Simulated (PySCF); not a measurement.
Molecule: SMILES C[CH2][AlH][F] (C2H6AlF), singlet. Atoms near the plane z = 0.0 Å, at the CAM-B3LYP/def2-SVP optimised geometry (x, y, z in Å): Al1 (-1.4, -0.3, 0.0), H2 (-2.3, 1.0, 0.0), F3 (-2.2, -1.7, 0.0), C4 (0.6, -0.3, 0.0), C5 (1.2, 1.1, 0.0), H6 (0.9, -0.9, -0.9), H7 (0.9, -0.8, 0.9), H8 (1.0, 1.7, 0.8), H9 (1.0, 1.7, -0.9), H10 (2.3, 1.0, 0.0).

Calculation: CAM-B3LYP/def2-TZVP (PySCF). Cells within 0.4 Å of a nucleus heavier than hydrogen are left out (blank, or x). The values are rescaled to run from 0 to 1.

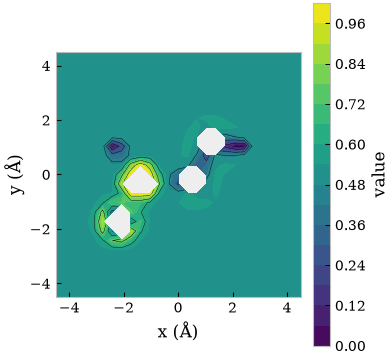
Figure. a field on the plane z = 0.0 Å.

Problem. Which quantity is mapped?
A. an orbital amplitude
B. electron localisation function
C. log10 of the electron density
D. Laplacian of the electron density

Solution. D, Laplacian of the electron density. In full: Laplacian of the electron density (e/bohr⁵), clipped to [-1.50, 1.50].
